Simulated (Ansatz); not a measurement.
Breaking the Si2–H6 bond in H6SiSn (SMILES [SiH3][SnH3]) (multiplicity 1 held, fragments rigid). Energies count from the point at 1.482 Å.
Geometry at that point (charge 0, multiplicity 1):
```xyz
8

Sn    -0.618     0.061    -0.011
Si     1.944    -0.193     0.035
H     -1.315    -0.977    -1.182
H     -1.067     1.669    -0.396
H     -1.299    -0.327     1.512
H      2.311    -1.589     0.369
H      2.527     0.713     1.053
H      2.513     0.147    -1.291
```

Restricted levels (R-, RO-) in cc, def2 and unpolarised 6-31G sets keep to the state of the molecule at rest. Active spaces are followed from a long bond inwards. Levels need not reach the same state.

Correlated levels freeze the cores. Filled d and f shells under p-block atoms count as core.

Codes used: Ansatz (Gaussian basis) for Hartree–Fock, density functionals and correlated methods. Each number belongs to the level named beside it. In def2 rows elements past Kr take small-core potentials, without spin–orbit coupling.

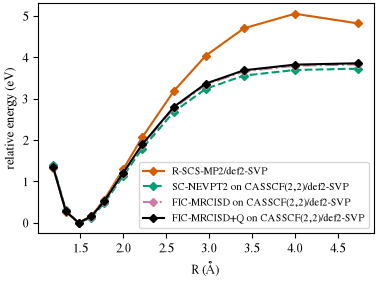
*Relative energy along the coordinate*

Doubts at one or more of the structures used: a restricted determinant that unrestricted orbitals would lower (R-SCS-MP2/def2-SVP).

Ansatz is a quantum-chemistry and plane-wave program.
